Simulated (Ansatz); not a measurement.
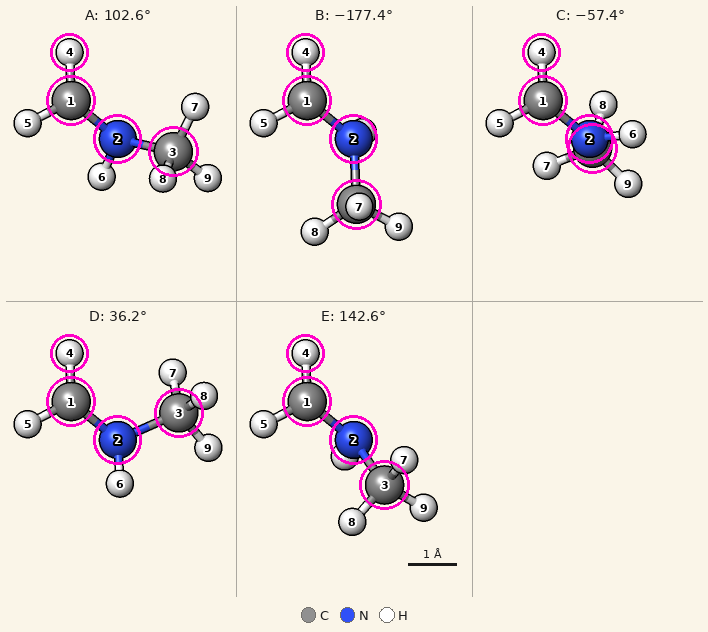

Energy scan for C$_{2}$H$_{6}$N (multiplicity 2), in which the H4–C1–N2–C3 dihedral angle is varied, with the rest of the molecule carried along rigidly. Style: ball-and-stick. Shown at a tilt. The ringed atoms are those of the scanned coordinate.

Level of theory: PBE0-D4 (def2-TZVPP, Ansatz), on geometries moved rigidly from the minimum at PBE0-D4/def2-TZVP. Energies are counted from the PBE0-D4/def2-TZVP minimum geometry at the same level.

### Rank the frames from lowest to highest energy.

Lowest first: D (the dihedral 36.2°, 0.0 kJ/mol), B (the dihedral −177.4°, 13.5 kJ/mol), A (the dihedral 102.6°, 47.6 kJ/mol), E (the dihedral 142.6°, 50.4 kJ/mol), C (the dihedral −57.4°, 57.3 kJ/mol). Over the whole scan: the lowest computed point lies at the dihedral 36.2° (0.0 kJ/mol). Further local minima among the points: −137.4° (7.8 kJ/mol). A local maximum lies at −57.4° (57.3 kJ/mol). The highest point, at −57.4°, lies 57.3 kJ/mol above the lowest and gives an upper estimate of the barrier to rotation, since the rotor is rigid.
